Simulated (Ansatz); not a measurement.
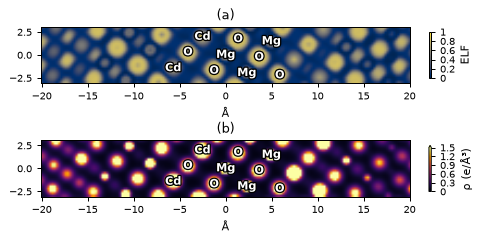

Mg3Cd2O5. (a) electron localisation function; (b) valence charge density (pseudo) on the (111) plane of the conventional cell.

Space group R-3m; a structure generated by program, which may or may not match a known phase; computed pressure about −5 GPa in this cell.

Method: Ansatz, DFT r2SCAN, scalar-relativistic, plane waves, PAW.

The density is the valence pseudo-density of a PAW calculation; it isn't the true density close to the nuclei.

What does the map show?

Answer. The plane passes through Mg, Cd and O nuclei. Atoms just off the plane (Mg, 0.3 Å away, Cd, 0.3 Å away and O, 0.3 Å away) can leave unmarked features too. Mg–O (2.15 Å): ρ is about 0.3 e/Å³ halfway; the ELF peaks at about 0.85 in the valence shell of O, 0.6 Å from its nucleus, and is about 0.35 at the midpoint: a largely ionic contact. Cd–O (2.33 Å): ρ is about 0.36 e/Å³ halfway; the ELF peaks at about 0.80 in the valence shell of O, 0.6 Å from its nucleus, and drops to about 0.10 between the two atoms: no shared electron pair shows on this line. Between the atoms the lowest density in this plane is 0.05 e/Å³. The features right at Cd lie inside the PAW spheres, where the map follows smoothed inner orbitals and isn't to be read closely.
